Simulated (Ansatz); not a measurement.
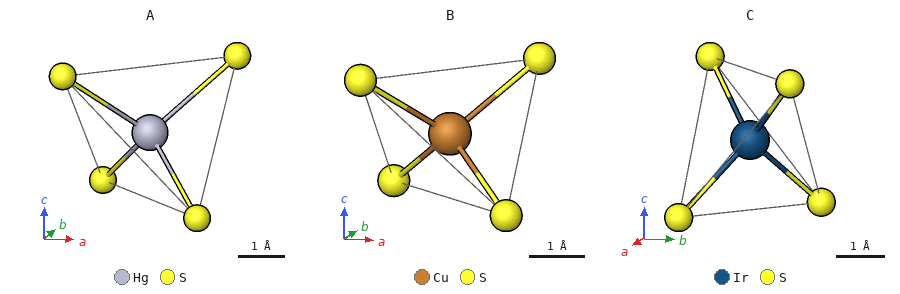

Coordination polyhedra in Cu2HgIrS4 (I-42m). Continuous shape measures are computed against ideal polyhedra (0 is ideal; above about 3 the distortion is strong). Source: the geometry relaxed with DFT, PAW plane waves, pbe in Ansatz; the starting structure was generated, so it need not be a known form of this composition.

Which coordination does each panel show?

A. HgS4: an essentially ideal tetrahedron (coordination number 4, S = 0.02; next best see-saw, S = 9.3); mean bond 2.63 Å.
B. CuS4: a slightly distorted tetrahedron (coordination number 4, S = 0.35; next best see-saw, S = 7.7); mean bond 2.30 Å.
C. IrS4: a clearly distorted tetrahedron (coordination number 4, S = 1.03; next best see-saw, S = 8.6); mean bond 2.26 Å.
